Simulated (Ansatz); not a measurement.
# SnH2MeCl (CH₅ClSn): the relaxed shape and its frontier levels

Aim: characterise SnH2MeCl (CH₅ClSn) as a singlet: its structure, frontier levels and distribution of charge.

Method: RKS PBE0-D4/def2-TZVP; program: Ansatz 0.2.0, Gaussian basis.

The runs, in order: relaxation at r2SCAN-D4/def2-TZVP; a search for the lowest solution at PBE0-D4/def2-SVP; a single point at PBE0-D4/def2-TZVP; harmonic vibrations at r2SCAN-D4/def2-TZVP.

4 further runs of the same task are left out: 4 set aside as unsound or not needed. Runs told in other sessions of the task aren't counted.

### Step 1. The system as given

8 atoms, charge 0, spin multiplicity 1.

Atoms are counted from 1 here; the program's logs count them from 0.

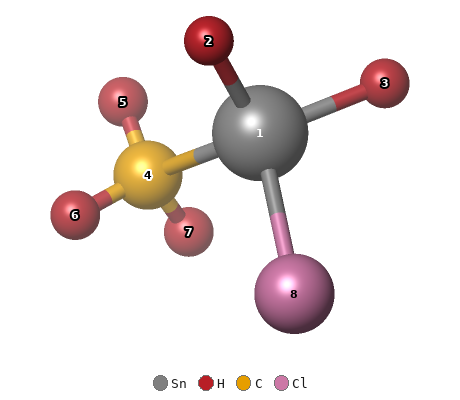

The starting geometry (tin grey, hydrogen red, carbon amber, chlorine pink); atoms are numbered from 1 in the order of the file.

Sn takes a core potential in the def2 sets. No spin-orbit coupling is included.

The start is a GFN2-xTB geometry.

### Step 2. Relaxation at r2SCAN-D4/def2-TZVP

Contents of in.yaml:

```yaml
crystal:
  periodic: [false, false, false]
  atoms:
    - {symbol: Sn, position_ang: [0.531840, -0.710220, 0.379470]}
    - {symbol: H, position_ang: [0.571960, -0.827030, 2.073310]}
    - {symbol: H, position_ang: [2.135740, -0.853530, -0.160050]}
    - {symbol: C, position_ang: [-0.523200, 1.022460, -0.377510]}
    - {symbol: H, position_ang: [-0.089560, 1.935760, 0.010290]}
    - {symbol: H, position_ang: [-1.564130, 0.964080, -0.079090]}
    - {symbol: H, position_ang: [-0.464940, 1.029650, -1.460550]}
    - {symbol: Cl, position_ang: [-0.597710, -2.561170, -0.385860]}
basis:
  gaussian: {orbitals: def2-TZVP}
hamiltonian: {xc: r2scan, dispersion: d4}
scf: {lower_state_search: "off"}
output: {orbitals: {seedname: orbitals}}
relax: {f_tol: 0.02, max_steps: 100}
```

Command:

```
> ansatz run in.yaml --threads 4 --pin off --events-out ev --progress --plain --max-ram 3916MiB
```

After this run come: Searching for the lowest solution, PBE0-D4/def2-SVP; Single point, PBE0-D4/def2-TZVP; Vibrations by finite differences.

Q: Predict the results of all the runs planned. Wanted: point group; Cl–Sn bond; HOMO, LUMO at PBE0-D4/def2-TZVP; dipole at r2SCAN-D4/def2-TZVP; lowest, highest wavenumber.

**Answer**, as computed:

| quantity | value |
| --- | --- |
| point group | Cs |
| Cl–Sn bond | 2.348 Å |
| HOMO, LUMO at PBE0-D4/def2-TZVP | -8.30, -0.49 eV |
| dipole at r2SCAN-D4/def2-TZVP | 3.00 D |
| lowest, highest wavenumber | 86, 3160 cm⁻¹ |

What this shows: The molecule keeps its bonding pattern by the stored test; the atoms moved 0.04 Å (rms). All wavenumbers are real: a minimum at this level. The HOMO lies nearest to Cl8 58 %; C4 17 % and the LUMO to Sn1 27 %; Cl8 26 %. The point group is read from a loosely relaxed geometry; soft torsions can leave it below the true symmetry.
